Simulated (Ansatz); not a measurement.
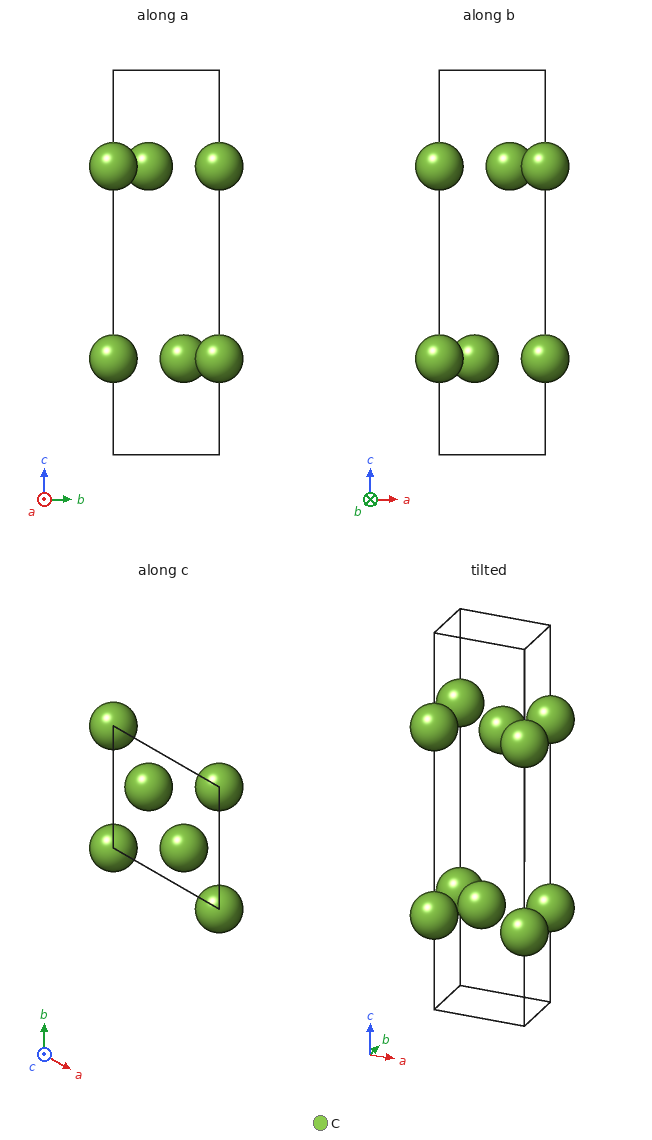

Crystal structure, spheres-only style, seen along the a axis, along the b axis, along the c axis and slightly off an axis. The frame is the conventional unit cell; atoms at its boundary are shown with their periodic copies.

Lattice parameters: a = 2.458 Å, b = 2.458 Å, c = 7.743 Å, α = 90.00°, β = 90.00°, γ = 120.00°.

Convert the drawing into a table of Wyckoff sites.

Space group P6_3/mmc (No. 194).
```tsv
atom	site	x	y	z
C	2b	0.0000	0.0000	0.2500
C	2c	0.3333	0.6667	0.2500
```

Starting structure: a structure type known for this element. It was relaxed at fixed volume with Ansatz, DFT r2SCAN, scalar-relativistic, plane waves, PAW.
